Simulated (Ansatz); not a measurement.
C₃H₉FGe (SMILES [CH3][GeH2][CH](C)F)

The calculation's input:

```
crystal:
  periodic: [false, false, false]
  atoms:
    - { symbol: C, position_ang: [-1.5179, -0.292, 1.219] }
    - { symbol: Ge, position_ang: [0.3601, -0.4363, 1.0567] }
    - { symbol: C, position_ang: [0.9864, 0.6162, -0.4647] }
    - { symbol: C, position_ang: [0.5148, 0.1017, -1.7615] }
    - { symbol: F, position_ang: [0.6596, 1.9307, -0.2948] }
    - { symbol: H, position_ang: [-1.8264, 0.8417, 1.3135] }
    - { symbol: H, position_ang: [-2.0233, -0.6539, 0.3007] }
    - { symbol: H, position_ang: [-1.8841, -0.7885, 2.0902] }
    - { symbol: H, position_ang: [0.7288, -1.9088, 0.8893] }
    - { symbol: H, position_ang: [1.0296, 0.0813, 2.384] }
    - { symbol: H, position_ang: [2.1166, 0.5431, -0.4598] }
    - { symbol: H, position_ang: [0.84239, -0.90378, -1.95079] }
    - { symbol: H, position_ang: [1.03805, 0.79385, -2.63959] }
    - { symbol: H, position_ang: [-0.55254, 0.2406, -1.90715] }
basis:
  gaussian: { orbitals: def2-SVP }
hamiltonian:
  xc: hf
relax:
  f_tol: 0.015
  max_steps: 40
output:
  orbitals: {}
```

Command:

```sh
ansatz run input.yaml --threads 2 --pin off --max-ram 3072MiB --backend cpu --events-out ev --progress --plain --runs-dir out
```

The fields are those of the relaxed geometry.

Method: Ansatz, RHF/def2-SVP.

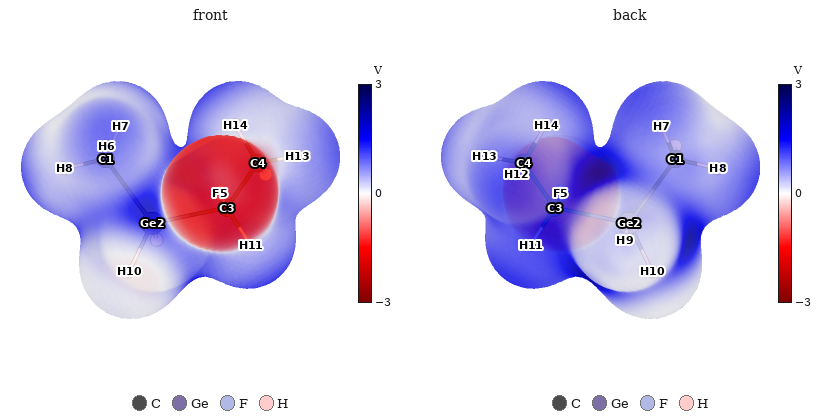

Figure 1. The electrostatic potential painted on the density surface at 0.004 e/bohr³, seen from the front and from behind; the colour scale runs from red (negative) to blue (positive).

Where is the surface potential most negative and most positive?

The most negative region (about −1.5 V, or −35 kcal/mol for a unit charge) lies over F5, the most positive (about +2.2 V, or +51 kcal/mol for a unit charge) over Ge2.

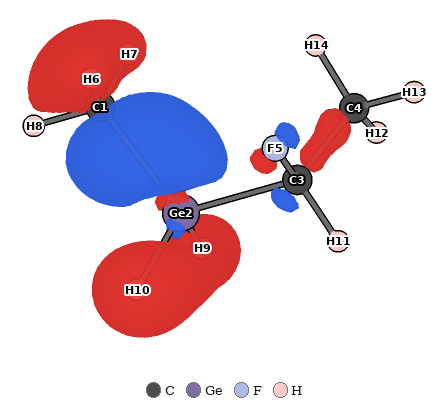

Figure 2. The HOMO−1 at ±0.15 Å⁻³ᐟ² (red and blue are the two phases), seen at a tilt.

Where does this orbital lie, and at what energy?

Its weight (Hirshfeld) is mainly on C1 (about 35 %), Ge2 (about 30 %), H10 (about 10 %) and H9 (about 5 %). Its energy is −12.00 eV.

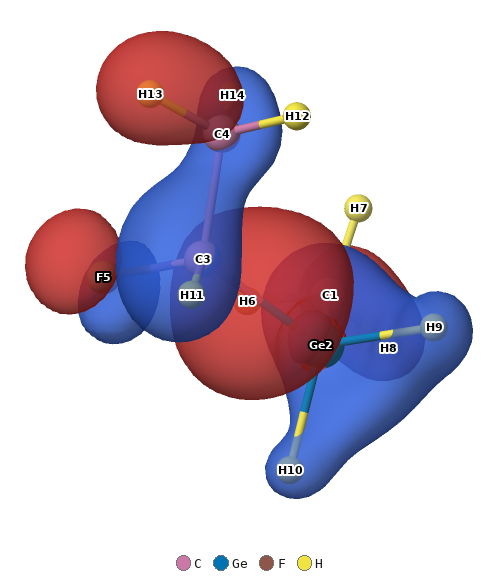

Figure 3. The HOMO at ±0.1 Å⁻³ᐟ² (blue and red are the two phases), seen at an oblique angle.

Describe this orbital and give its energy.

By Hirshfeld shares it lies mainly on C3 (about 30 %), Ge2 (about 25 %), F5 (about 10 %), C4 (about 5 %) and C1 (about 5 %). Its energy is −11.14 eV.
